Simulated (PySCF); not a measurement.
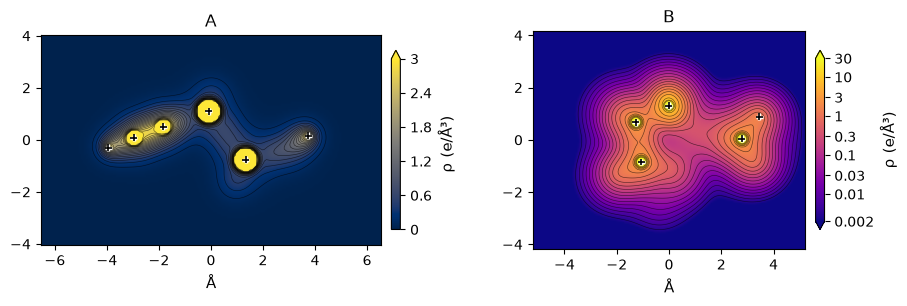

The total electron density of 2 systems, each on a plane through atoms (crosses mark nuclei in the plane).

These are results of B3LYP/def2-SVPD, SCF density, gas phase in PySCF, not measurements.

System 1: C5H12GeO2, the plane of atoms C3, C4 and O5. Geometry: PBE0-D3(BJ)/def2-SVP.

```yaml
atoms:
  - { symbol: C, position_ang: [2.3474, 1.3320, -0.6646] }
  - { symbol: C, position_ang: [1.0313, 0.9774, 0.0076] }
  - { symbol: C, position_ang: [0.8502, -0.5135, 0.2774] }
  - { symbol: C, position_ang: [0.5564, -1.3286, -0.9962] }
  - { symbol: O, position_ang: [-0.8144, -1.2116, -1.3084] }
  - { symbol: Ge, position_ang: [-1.7114, -1.0996, 0.2394] }
  - { symbol: C, position_ang: [-3.0102, 0.3285, 0.1919] }
  - { symbol: O, position_ang: [-0.2289, -0.7226, 1.1745] }
  - { symbol: H, position_ang: [2.4512, 0.8519, -1.6508] }
  - { symbol: H, position_ang: [3.2070, 1.0156, -0.0517] }
  - { symbol: H, position_ang: [2.4352, 2.4171, -0.8220] }
  - { symbol: H, position_ang: [0.1826, 1.3302, -0.6051] }
  - { symbol: H, position_ang: [0.9490, 1.4903, 0.9791] }
  - { symbol: H, position_ang: [1.7664, -0.9055, 0.7557] }
  - { symbol: H, position_ang: [0.8290, -2.3890, -0.8276] }
  - { symbol: H, position_ang: [1.1496, -0.9643, -1.8508] }
  - { symbol: H, position_ang: [-2.2699, -2.4567, 0.7080] }
  - { symbol: H, position_ang: [-3.9377, -0.0041, -0.2957] }
  - { symbol: H, position_ang: [-3.2461, 0.6459, 1.2182] }
  - { symbol: H, position_ang: [-2.5942, 1.1814, -0.3617] }
```

System 2: C4H9PSi2, the plane of atoms C2, Si3 and Si4. Geometry: GFN2-xTB.

```yaml
atoms:
  - { symbol: C, position_ang: [3.7652, -0.5709, 0.8674] }
  - { symbol: C, position_ang: [2.7833, -0.6391, 0.1759] }
  - { symbol: Si, position_ang: [1.2403, -0.7088, -0.8430] }
  - { symbol: Si, position_ang: [-0.4710, 0.3827, 0.3266] }
  - { symbol: P, position_ang: [-0.4925, 2.6261, 0.1129] }
  - { symbol: C, position_ang: [-2.1713, -0.1747, -0.2773] }
  - { symbol: C, position_ang: [-2.9226, -1.0789, 0.3296] }
  - { symbol: H, position_ang: [4.6277, -0.5141, 1.4683] }
  - { symbol: H, position_ang: [1.5785, -0.0711, -2.1262] }
  - { symbol: H, position_ang: [0.9641, -2.1289, -1.0982] }
  - { symbol: H, position_ang: [-0.4014, 0.1526, 1.7820] }
  - { symbol: H, position_ang: [-0.3344, 2.6218, -1.2615] }
  - { symbol: H, position_ang: [0.8669, 2.7666, 0.3214] }
  - { symbol: H, position_ang: [-2.5498, 0.2844, -1.1845] }
  - { symbol: H, position_ang: [-2.5967, -1.5645, 1.2352] }
  - { symbol: H, position_ang: [-3.8939, -1.3743, -0.0377] }
```

Match each panel to its system.

Panel A is system 2, C4H9PSi2: the plane holds C, Si and H. C–C (1.20 Å): ρ at the midpoint is about 2.8 e/Å³. Panel B is system 1, C5H12GeO2: the plane holds C, O and H. C–O (1.41 Å): the density is about 2 e/Å³ at the midpoint, with its minimum of 1.7 e/Å³ about 0.5 Å from C.
